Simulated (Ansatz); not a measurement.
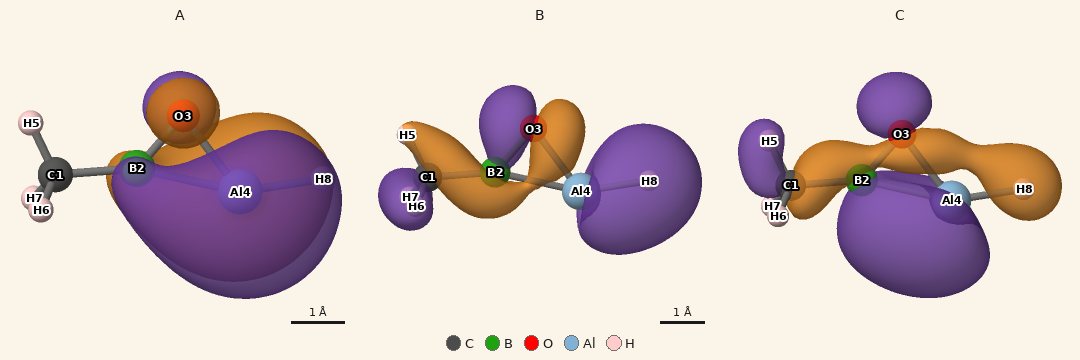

*CH4AlBO. Three frontier orbitals at ±0.08 Å⁻³ᐟ² (orange and purple are the two phases), in no order.*

Geometry: PBE0-D4/def2-TZVP.

All numbers below come from RKS PBE0-D4/def2-TZVPP in Ansatz 0.2.0.

Input file:

```
crystal:
  periodic: [false, false, false]
  atoms:
    - {symbol: C, position_ang: [-0.191184, 1.356932, -0.370645]}
    - {symbol: B, position_ang: [0.050704, -0.120880, 0.025394]}
    - {symbol: O, position_ang: [1.119756, -0.856479, 0.319430]}
    - {symbol: Al, position_ang: [-0.228048, -2.061095, 0.485688]}
    - {symbol: H, position_ang: [0.745729, 1.920016, -0.416699]}
    - {symbol: H, position_ang: [-0.861261, 1.837966, 0.347489]}
    - {symbol: H, position_ang: [-0.688845, 1.412905, -1.342927]}
    - {symbol: H, position_ang: [0.145349, -3.546467, 0.896369]}
basis:
  gaussian: {orbitals: def2-TZVPP}
hamiltonian: {xc: pbe0, dispersion: d4}
output: {orbitals: {seedname: orbitals}}
```

Command:

```sh
ansatz run in.yaml --threads 2 --pin off --events-out ev --progress --plain --max-ram 4352MiB
```

Order the three orbitals by energy and name them.

Answer. B is the HOMO−1 (−9.59 eV). By Hirshfeld shares it lies mainly on H8 (about 35 %), Al4 (about 30 %), O3 (about 20 %), C1 (about 5 %) and B2 (about 5 %). C is the HOMO (−5.88 eV). By Hirshfeld shares it lies mainly on Al4 (about 40 %), B2 (about 25 %) and O3 (about 20 %). A is the LUMO (−1.42 eV). Its weight (Hirshfeld) is mainly on Al4 (about 70 %), B2 (about 10 %) and O3 (about 10 %).

What is the HOMO–LUMO gap?

Answer. 4.46 eV between the orbital energies.
